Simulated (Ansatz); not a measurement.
# What a change does: single-point calculation on CH$_{4}$CoO

System: CH$_{4}$CoO, charge +1, multiplicity 3.
Method of run 1: UKS r2SCAN-D4/def2-TZVPP (Ansatz 0.2.0).

The geometry comes from this level: PBE0-D4/def2-TZVPP. Text and figures count atoms from 1; the logs count them from 0 in places.

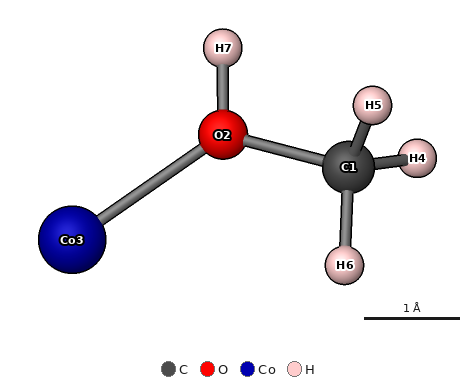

Fig. 1: The input geometry (ball-and-stick view, seen at a tilt; atoms are numbered from 1 in the order of the input). Sticks mark near contacts. Bond lengths as drawn: Co–O 1.94 Å, C–H 1.09 Å, C–O 1.45 Å and H–O 0.96 Å.

### Input file, run 1
```yaml
crystal:
  periodic: [false, false, false]
  atoms:
    - { symbol: C, position_ang: [-1.44886307, -1.22873345, -1.00482265] }
    - { symbol: O, position_ang: [-0.62461829, -0.86401933, 0.13335956] }
    - { symbol: Co, position_ang: [0.62453712, 0.60676027, 0.30362483] }
    - { symbol: H, position_ang: [-1.1741651, -2.22607576, -1.34272956] }
    - { symbol: H, position_ang: [-2.49764303, -1.18500091, -0.71765211] }
    - { symbol: H, position_ang: [-1.25060846, -0.50488185, -1.79024596] }
    - { symbol: H, position_ang: [-0.77390917, -1.48292897, 0.85331589] }
magnetization:
  spin_polarized: true
  initial_magnetization: 2
total_charge: 1
basis:
  gaussian: { orbitals: def2-TZVPP }
hamiltonian:
  xc: r2scan
  dispersion: d4
```

Command:
```bash
ansatz run input.yaml --threads 4 --pin off --max-ram 10240MiB --backend cpu --events-out ev --progress --plain --runs-dir out
```

Hardware: 4 threads of Arm Neoverse N1, 54 GiB of memory available, shared host.

### Output (run 1)
```
Engine: ansatz 0.2.0, aarch64-unknown-linux-gnu
Functional definition: r2SCAN
  parameter k0 = 0.174
  parameter k1 = 0.065
  parameter a1 = 4.9479
  exchange = r2scan_x(k0 = k0, k1 = k1, a1 = a1)
  correlation = r2scan_c
1053 factors; their error is unknown
mean field evaluation 1: about -40741.8629 eV, gradient 1.1e2 eV
mean field evaluation 2: about -40282.8500 eV, gradient 3.1e2 eV
mean field evaluation 4: about -40663.7808 eV, gradient 1.8e2 eV
mean field evaluation 8: about -40768.2360 eV, gradient 1.6e-1 eV
mean field evaluation 16: about -40768.2623 eV, gradient 4.5e-1 eV
mean field evaluation 32: about -40768.2540 eV, gradient 5.9e-1 eV
mean field -40768.26217401 eV, -1498.2060011742 hartree, gradient 8.4e-6 eV, S^2 2.030701; 7 other end points of the search recorded, 0 dependent functions left out
reference -40768.26219139 eV, -1498.2060018131 hartree; 23, 21 occupied and 159, 161 virtual orbitals, 1053 factors
Total energy: -40768.28631923 eV, -1498.2068884946 hartree
```

For run 2 the input was changed thus:
```diff
-  xc: r2scan
+  xc: pbe
```

Predict how the results change.

The total energies belong to different methods, so their difference says nothing on which is more stable or more accurate. The functional changes from r2SCAN to PBE. On the same kind of shared host run 2 took about 0.7 times as long.

### Output (run 2)
```
Engine: ansatz 0.2.0, aarch64-unknown-linux-gnu
Functional definition: PBE
  parameter kappa = 0.804
  parameter beta = 0.06672455060314922
  exchange = pbe_x(kappa = kappa, mu = beta*pi^2/3)
  correlation = pbe_c(beta = beta)
1053 factors; their error is unknown
mean field evaluation 1: about -40731.5776 eV, gradient 1.1e2 eV
mean field evaluation 2: about -40241.0235 eV, gradient 3.2e2 eV
mean field evaluation 4: about -40615.1119 eV, gradient 1.9e2 eV
mean field evaluation 8: about -40760.0587 eV, gradient 6.6e0 eV
mean field evaluation 16: about -40760.1279 eV, gradient 1.4e-2 eV
mean field evaluation 32: about -40759.0209 eV, gradient 1.3e1 eV
mean field evaluation 64: about -40760.1205 eV, gradient 1.7e0 eV
mean field evaluation 96: about -40759.9510 eV, gradient 6.8e-1 eV
mean field evaluation 128: about -40760.0231 eV, gradient 5.6e0 eV
mean field -40760.12805738 eV, -1497.9070779018 hartree, gradient 7.2e-6 eV, S^2 2.025617; 10 other end points of the search recorded, 0 dependent functions left out
reference -40760.12810119 eV, -1497.9070795116 hartree; 23, 21 occupied and 159, 161 virtual orbitals, 1053 factors
Total energy: -40760.23362113 eV, -1497.9109572977 hartree
```

### The two runs side by side

```csv
quantity,run 1,run 2
outcome,converged,converged
total energy (hartree),−1498.206888,−1497.910957
⟨S²⟩,2.031,2.026
basis functions,182,182
wall time (shared host),47 s,33 s
```
